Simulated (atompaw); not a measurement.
# Pseudopotential generation for B: PAW (atompaw), LDA (PW92)

Do these settings give a usable potential? It is generated, then checked for scattering, ghosts and hardness.

The numbers are computed with atompaw 4.2.0.5 (LDA (PW92), scalar-relativistic, spin-unpolarised reference atom).

2 further runs of the same task are left out: 2 set aside as unsound or not needed.

### Step 1. Starting point

Typed settings, in words:

```json
{"element": "boron (B, Z = 5)", "type": "PAW", "frozen core": "[He]", "valence charge": "3", "reference configuration": "2s2 2p0 (charge +1)", "partial waves": "2s (bound): rc 1.35 bohr; 2s channel at 0.5 Ry: rc 2.30 bohr; 2p (bound, empty): rc 2.30 bohr; 2p channel at 0.3 Ry: rc 2.25 bohr; 3d channel at 0.3 Ry: rc 2.30 bohr; 3d channel at 0.95 Ry: rc 2.30 bohr", "local potential": "troulliermartins scheme with l = 3 at 0 Ry, radius 1.60 bohr", "core correction": "smooth core density matched at 1.95 bohr", "augmentation charge": "sinc compensation charge, radius 1.90 bohr; PAW radius 2.30 bohr; waves and projectors: custom polynom vanderbiltortho"}
```

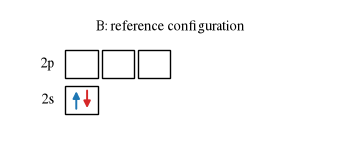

The outer shells as boxes. The arrows follow Hund's rule for the drawing; the calculation itself is spin-unpolarised.

An earlier all-electron run gives the scale for the radii.

All-electron outer shells of the reference configuration (LDA (PW92), scalar-relativistic, ld1.x):

```json
{"shell": "1s", "level (eV)": "-191.73", "outermost node (bohr)": "–", "outermost maximum (bohr)": "0.21"}
{"shell": "2s", "level (eV)": "-19.41", "outermost node (bohr)": "0.46", "outermost maximum (bohr)": "1.44"}
{"shell": "2p", "level (eV)": "-13.46", "outermost node (bohr)": "–", "outermost maximum (bohr)": "1.39"}
{"shell": "3d", "level (eV)": "-2.13", "outermost node (bohr)": "–", "outermost maximum (bohr)": "5.03"}
```

### Step 2. Generation

File B.input:

```
B 5
LDA-PW scalarrelativistic loggrid 1500 logderivrange -3 5 201
2 2 0 0 0 0
2 1 0
0 0 0
c
v
v
2
2.30 1.90 1.60 1.95
y
0.5
n
y
0.3
n
y
0.3
y
0.95
n
custom polynom vanderbiltortho sinc
3 0 troulliermartins
1.35
2.30
2.30
2.25
2.30
2.30
PWSCFOUT
UPFDX 0.0125d0 UPFXMIN -7.d0 UPFZMESH 5.d0
END
```

Started as:

```bash
$ atompaw < B.input > B.log
```

The output, the file B (summary file):

```text
 Completed calculations for B (AE)

 Exchange-correlation type: LDA, Perdew-Wang correlation

 Radial integration grid is logarithmic 
 r0 =   1.4561695E-03 h =   7.2808477E-03   n =      1500 rmax =   8.0000000E+01

 Scalar relativistic calculation

 AEatom converged in  16 iterations
   nz     =   5.00
   delta  =       7.975744688118E-17

 All Electron Orbital energies:         
  n  l      occupancy      energy
  1  0      2.0000000E+00 -1.4091640E+01
  2  0      2.0000000E+00 -1.4266726E+00
  2  1      0.0000000E+00 -9.8896643E-01

 Total energy
   Total                    :      -48.08962726312576

 ---
 Completed calculations for B (SC)

 Exchange-correlation type: LDA, Perdew-Wang correlation

 Radial integration grid is logarithmic 
 r0 =   1.4561695E-03 h =   7.2808477E-03   n =      1500 rmax =   8.0000000E+01

 Scalar relativistic calculation

 SCatom converged in   1 iterations
   nz     =   5.00
   delta  =       9.034839947902E-20

 Valence Electron Orbital energies:         
  n  l      occupancy      energy
   2  0      2.0000000E+00 -1.4266726E+00
   2  1      0.0000000E+00 -9.8896643E-01

 Total energy
   Total                    :      -48.08962726312292
   Valence                  :       -9.81322426723675

 PAW parameters: 
       lmax =            2
         rc =    2.3062914638684973     
        irc =         1013
   rc_shape =    1.9082892743856139     
    rc_vloc =    1.6021093706652012     
    rc_core =    1.9504618733720092     
   Vloc: Norm-conserving Troullier-Martins with l= 3;e=   0.0000E+00
   Projector type: polynomial pseudization + Vanderbilt ortho.
   Sinc^2 compensation charge shape zeroed at   1.9083E+00

 Number of basis functions     6
 No.   n  nodes  l      Energy         Cp coeff         Occ
  1    2    1    0   -0.1426673E+01 -0.1147269E+02  0.2000000E+01
  2  999    2    0    0.5000000E+00 -0.9445759E+00  0.0000000E+00
  3    2    0    1   -0.9889664E+00 -0.1748841E+02  0.0000000E+00
  4  999    1    1    0.3000000E+00 -0.1563284E+01  0.0000000E+00
  5  999    0    2    0.3000000E+00 -0.3149899E+03  0.0000000E+00
  6  999    1    2    0.9500000E+00 -0.1368135E+03  0.0000000E+00

 Eigenvalues of overlap operator (in the basis of projectors):
    1        8.23746142E-02
    2        6.44482248E-01
    3        1.12868899E+00
    4        1.88338403E+01
    5        6.24585088E+01
    6        5.14241951E+03

 Orbital leakage outside PAW augmentation regions
   orb  is_core?  %out_of_sphere
   1 0    T           0.00
   2 0    F          21.80
   2 1    F          25.59

 Summary of PAW energies
   Total valence energy     :     -9.81322686389909
   Smooth energy            :      2.78511939043246
   One center               :    -12.59834625433155
   Smooth kinetic           :      1.33047236113765
   Vloc energy              :     -0.42415600784210
   Smooth exch-corr         :     -1.06078169791323
   One-center xc            :     -5.46847850075802
```

Run time: 0.5 s. Hardware: 1 thread of Intel Xeon Platinum 8488C, shared host.

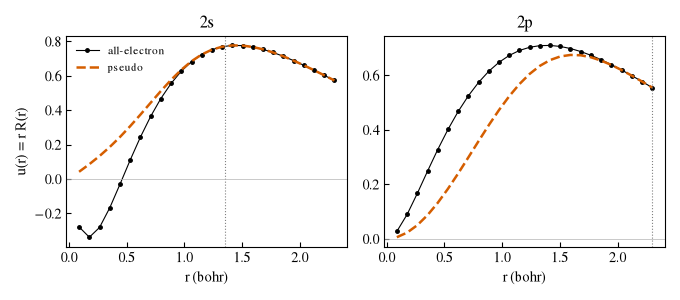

Bound waves of the atom and their pseudo partners (2s, 2p), with the matching radii dotted. The curves join 26 sampled radii.

### Step 3. Logarithmic derivatives

Taken from the files of the generation run. The phase is arctan(r·u′/u) with u = r·R, unwrapped, with energies in Ry. A pole is an energy at which the radial function vanishes at the test radius. The pseudo phase is shifted by a multiple of π to meet the all-electron one at the reference energy. Levels narrower than the energy grid can be missing from the poles. The last column is the largest difference on the grid between −1 and +1 Ry.

| channel | radius (bohr) | reference (Ry) | poles AE | poles PS | window around the reference with phases within 0.05 rad (Ry) | largest difference near zero (rad) |
| --- | --- | --- | --- | --- | --- | --- |
| s | 2.31 | -1.43 | -0.53 | -0.53 | the whole range | 0.000 |
| p | 2.31 | -0.99 | -0.22 | -0.22 | below 2.2 | 0.000 |
| d | 2.31 | 0.30 | 3.25 | 3.25 | the whole range | 0.000 |

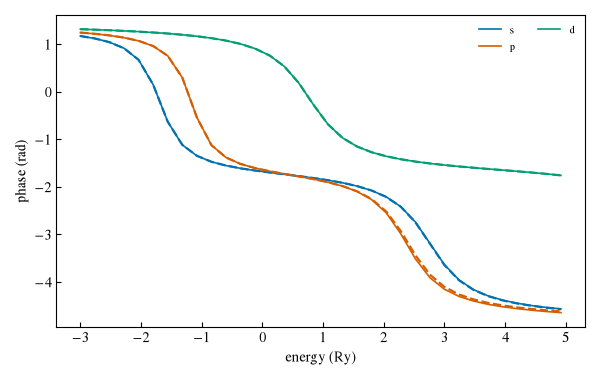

All-electron (solid) and pseudo (dashed) phases against energy.

### Step 4. Cutoff and ghost test in a Bessel basis

This step uses the generator's waves and projectors in a separate script. Basis: spherical Bessel functions vanishing at 20 bohr, q² up to the cutoff; potential fixed at the reference.

All-electron valence levels (Ry): 2s -1.4267, 2p -0.9890. The lowest levels of each channel (Ry) by cutoff; the last column sums, over occupied levels, occupation times the distance from the level at 400 Ry. A positive value at high cutoff is not a bound level.

| cutoff (Ry) | s #1 | p #1 | d #1 | f #1 | Σ f·Δε (mRy) |
| --- | --- | --- | --- | --- | --- |
| 8 | -1.4136 | -0.9691 | -0.1559 | -0.0442 | 26.2 |
| 10 | -1.4146 | -0.9840 | -0.1560 | -0.0442 | 24.1 |
| 15 | -1.4189 | -0.9887 | -0.1561 | -0.0442 | 15.5 |
| 18 | -1.4226 | -0.9888 | -0.1561 | -0.0442 | 8.2 |
| 21 | -1.4245 | -0.9888 | -0.1561 | -0.0442 | 4.4 |
| 25 | -1.4257 | -0.9889 | -0.1561 | -0.0442 | 1.9 |
| 30 | -1.4264 | -0.9890 | -0.1561 | -0.0442 | 0.4 |
| 35 | -1.4266 | -0.9890 | -0.1561 | -0.0442 | 0.2 |
| 40 | -1.4266 | -0.9890 | -0.1561 | -0.0442 | 0.2 |
| 400 | -1.4267 | -0.9890 | -0.1561 | -0.0442 | 0.0 |

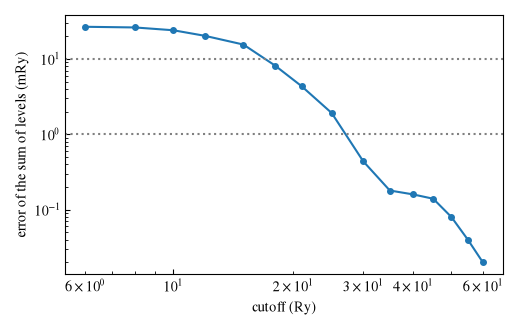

Occupation-weighted error of the valence levels against the cutoff; the dotted lines mark 10 and 1 mRy.

The sum stays within 10 mRy from 18 Ry and within 1 mRy from 30 Ry. The sum leaves out empty levels, which can need more. Ghost test: no level below the all-electron spectrum of its channel (s, p, d, f tested).

### Step 5. What came out

| quantity | value |
| --- | --- |
| cutoffs for 10 and 1 mRy, occupied levels | 18 Ry and 30 Ry |
| bound ghosts | none found |
| largest phase difference near zero energy, channels read | 0.000 rad |
| lowest eigenvalue of the overlap (Bessel basis) | 0.120 (s) |
| share of valence orbitals outside the PAW sphere | 2s 22 %, 2p 26 % |
| UPF file | written |

In words: By its cutoff, 18 Ry for the looser tolerance, it is soft on the atom at that tolerance. No bound ghost shows below the valence levels. Near zero energy the phases of the channels with partial waves agree within 0.001 rad. All of this concerns the isolated atom, not yet a solid.
